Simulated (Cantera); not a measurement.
Charge: 1 mol AlCl₃, 15 mol O₂, a varied amount of N₂, held at 1125 K and 2.10 mbar.

Equilibrium computed with Cantera from the NASA thermochemical tables; the gas is ideal and each condensed phase is pure. Candidate condensed phases: Al, AlCl₃, AlN, Al₂O₃; 24 gas species. The numbers say what is thermodynamically allowed, not how fast it happens.

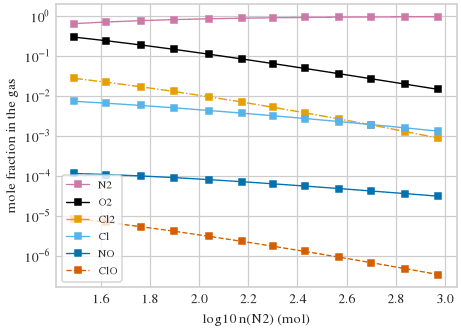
*Equilibrium gas composition (values under 1e-9 drawn at 1e-9)*

### Question
Read off the mole fractions at 500 mol N₂.

### Answer
N₂ about 0.97, O₂ about 0.028, Cl about 0.0020, Cl₂ about 0.0019, NO about 4.3e-5, ClO about 6.9e-7.
